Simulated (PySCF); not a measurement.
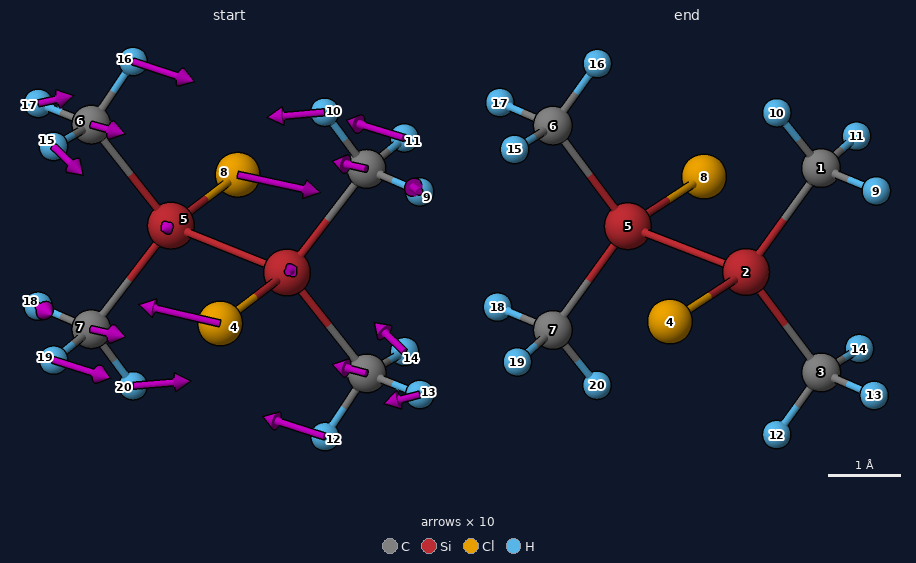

The structure of C4H12Cl2Si2 before (left) and after (right) a relaxation, at one scale. The purple arrows give the displacements, magnified 10 times.

Style: ball-and-stick. Shown at a tilt.

The start comes from GFN2-xTB.

These are results of PySCF 2.14.0, density-fitted response routines, PBE0-D3(BJ)/def2-SVP geometry optimisation, gas phase, not measurements. 

> What changed between the two?

The largest moves after the best rigid fit, 0.12 Å, are those of Cl4 and Cl8. Largest moves by element: Cl 0.12 Å, H 0.11 Å, C 0.06 Å, Si 0.02 Å. Some distances before and after: Si2–Cl4 2.054 → 2.105 Å, C1–Si2 1.909 → 1.871 Å, C1–H10 1.087 → 1.100 Å, Si2–Si5 2.341 → 2.334 Å. Among the angles between lasting bonds that change: Si2–Si5–Cl8 109.0° → 104.5°, C6–Si5–C7 108.7° → 111.7°. The energy falls by 0.188 eV in 9 geometry steps.
